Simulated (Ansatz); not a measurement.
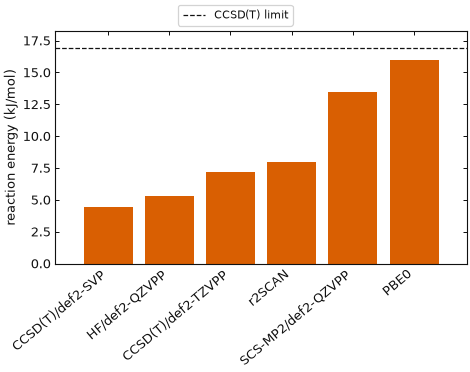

Electronic reaction energy of AlICl₂ ([Cl][Al]([Cl])[I]) + H₂O (O) → AlHOCl₂ ([OH][Al]([Cl])[Cl]) + HI (I) (SMILES in brackets) at several levels (functionals in def2-TZVPP unless a basis is named), isolated molecules at PBE0-D4 triple-zeta geometries, minima by their frequencies, no zero-point or thermal terms, the Ansatz code 0.2.0. The line is frozen-core CCSD(T) at the basis limit (MP2 extrapolated from triple and quadruple zeta, plus CCSD(T) less MP2 in a smaller set). The distance of CCSD(T)/def2-SVP, CCSD(T)/def2-TZVPP and SCS-MP2/def2-QZVPP to the limit includes basis error. Core potentials past Kr. The limit lies 9.7 kJ/mol from CCSD(T)/def2-TZVPP, so the line itself is uncertain by a part of that.

Question: What range do the values span, the line included?

Answer: From 4.5 kJ/mol (CCSD(T)/def2-SVP) to 16.9 kJ/mol (CCSD(T) limit).

Question: Give the values.

Answer:
```csv
level,kJ/mol,less CCSD(T) limit
CCSD(T)/def2-SVP,4.5,−12.4
HF/def2-QZVPP,5.3,−11.6
CCSD(T)/def2-TZVPP,7.1,−9.7
r2SCAN,8.0,−8.9
SCS-MP2/def2-QZVPP,13.5,−3.4
PBE0,16.0,−0.9
CCSD(T) limit,16.9,0.0
```

Known limits of this run: outer-core shells are correlated without core-valence functions, which makes the correlated values less sure; spin-orbit coupling is left out, and with I it can shift these values.
